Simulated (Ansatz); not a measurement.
```tsv
atom	x (Å)	y (Å)	z (Å)
B	0.1261	-0.2135	-0.0104
C	-0.0063	0.0974	1.5278
H	-0.9046	0.6811	1.7342
H	-0.0876	-0.8226	2.1085
H	0.8420	0.6553	1.9170
N	1.2275	0.1971	-0.7697
H	1.2885	-0.0094	-1.7465
H	1.9937	0.7113	-0.3903
O	-0.8574	-0.9213	-0.6981
H	-1.6287	-1.2220	-0.2175
```

These are results of RKS BHLYP-D4/6-31G in Ansatz 0.2.0, not measurements.

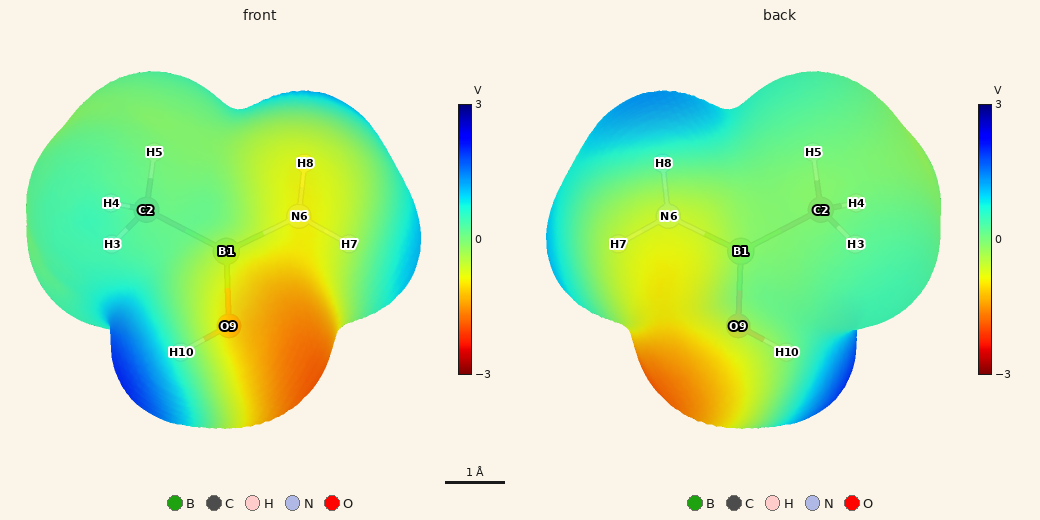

CH6BNO. The molecular electrostatic potential painted on the density surface at 0.001 e/bohr³, seen from the front and from behind; red is negative and blue positive.

Which sites attract a positive test charge, and which a negative one?

A positive charge is drawn to the negative regions and a negative charge to the positive ones. The most negative region (about −1.9 V) lies over O9, the most positive (about +2.0 V) over H10. O9 is the likeliest acceptor of a hydrogen bond.
